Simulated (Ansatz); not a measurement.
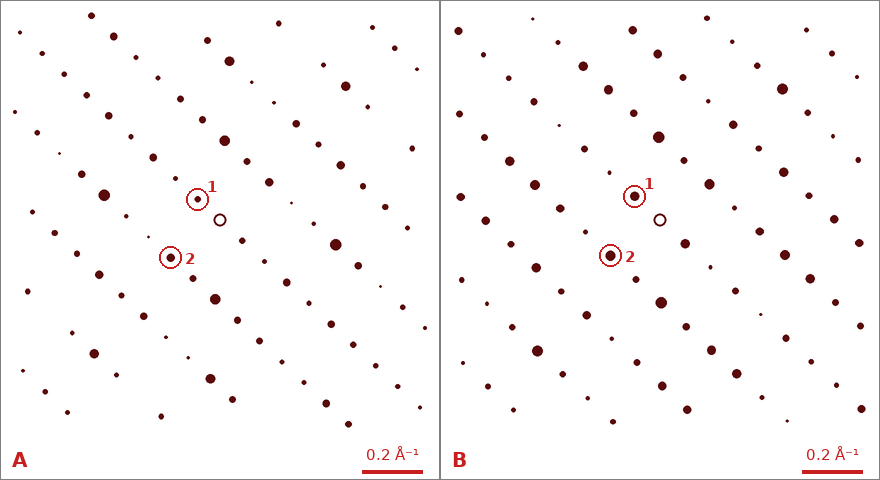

Kinematic electron diffraction patterns (120 kV, B = 0.5 Å², same scale) along [010] of the run's own cell, for the start and the end of one relaxation of K4BiP2 with DFT, PAW plane waves, r2scan in Ansatz. k mesh 6×6×6. The start is a generated model structure, and the relaxation ends in the nearest stationary point of its symmetry, not necessarily the ground state. Spot 1 is 0 0 -1 and spot 2 is -1 0 0 in both.

Start structure:

```
CELL_PARAMETERS angstrom
5.74789 0.00000 0.00000
-2.87394 4.97782 0.00000
0.00000 -3.31854 8.61703
ATOMIC_POSITIONS crystal
P 0.07885 0.15770 0.23655
P 0.92115 0.84230 0.76345
K 0.37662 0.75324 0.12986
K 0.62338 0.24676 0.87014
K 0.20862 0.41724 0.62586
K 0.79138 0.58276 0.37414
Bi 0.00000 0.00000 0.00000
```

Q: Which pattern belongs to the start structure, and which to the relaxed one?

A: B is the start: its cell gives d(1) = 8.617 Å, d(2) = 4.888 Å and an angle of 79.1°. A is the relaxed structure, with d(1) = 9.769 Å (+13.4 %), d(2) = 4.797 Å (-1.9 %) and 80.6°.

Q: Name reflections whose intensity changes strongly on relaxation.

A: 1 0 2 goes from 27 to 1 % of the strongest spot; 1 0 5 goes from 12 to 0.059 % of the strongest spot; 1 0 -5 goes from 40 to 2.5 % of the strongest spot.

Q: Summarise the relaxation behind the change.

A: The volume changed by +8.2 % to 38.10 Å³ an atom; with the mean shift removed, the atoms moved by up to 0.47 Å relative to the cell (K most); the space group stayed R-3m (No. 166); the free energy fell by 850 meV an atom. Relaxed cell: a = 5.614 Å, b = 5.614 Å, c = 10.293 Å, α = 105.83°, β = 90.00°, γ = 120.00°.
